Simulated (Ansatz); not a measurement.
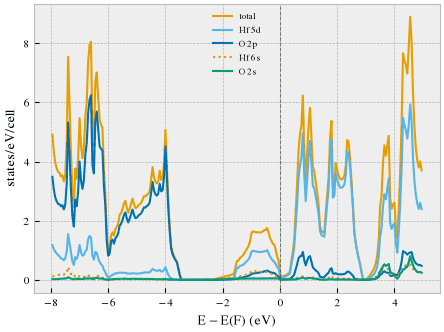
Fig. 1. Total and projected density of states of Hf2O3 in space group P-4m2 (No. 115; Hf on 2g, O on 1a, O on 1b, O on 1d), the program Ansatz at the PBEsol level (PAW)

Question: Which orbitals carry the states next to the Fermi level?

Answer: Within 0.5 eV of the Fermi level: Hf 5d 61 %, O 2p 17 %, Hf 6s 12 %, outside the projected shells 6 %. Projections are on Löwdin-orthogonalised atomic valence shells; empty p or d shells of many metals are not among them.

Question: Where is the tallest occupied peak in this window, and what makes it?

Answer: Near -6.6 eV, about 8.1 states/eV per cell; the largest projected share is O 2p.

The start of the workflow was typed in or built on a structure type; neither database checked (COD, Materials Project) lists it. Whether it is the stable phase at ambient conditions was not checked. The cell was relaxed with PBEsol under the symmetry of its start; whether a distortion lowers the energy is not shown. The run is not spin-polarised. Scalar-relativistic: spin–orbit coupling is off unless named, which matters more the heavier the elements.

Potentials: the earlier of the program's two PAW sets. The files were generated under PBE; for other functionals the program regenerates the frozen cores, and for LDA and PBEsol the local potential too.
